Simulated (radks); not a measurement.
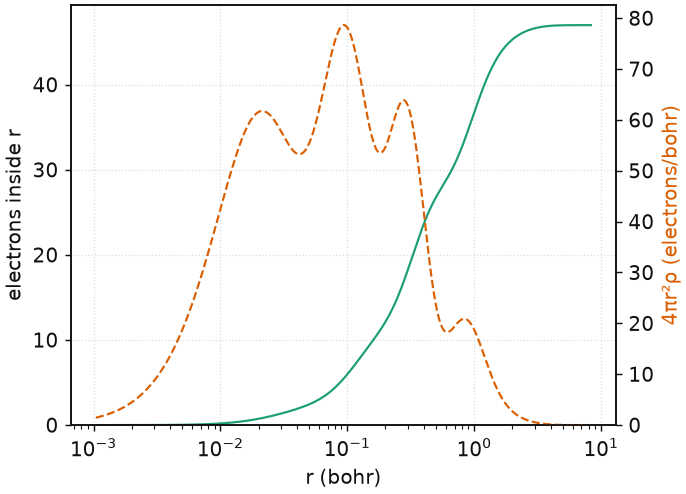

The cadmium ion Cd⁺ in the configuration [Kr] 4d10 5s1 (high spin). Level of theory: scalar-relativistic Kohn-Sham, Slater X-alpha with alpha = 0.858, spin-polarised, spherical densities, finite nucleus. Computed with the in-house radial solver radks.

The plot shows the number of electrons inside radius r (solid) and the radial density 4πr²ρ (dashed).

> Describe it and give its main numbers.

The count levels off at 47 electrons. Half of them lie within 0.397 bohr, 90 % within 1.41 bohr and 99 % within 2.84 bohr. The radial density has minima at 0.0420, 0.182 and 0.613 bohr, where the count stands at 2.0, 11.2 and 29.0; these part the shells that the density resolves.
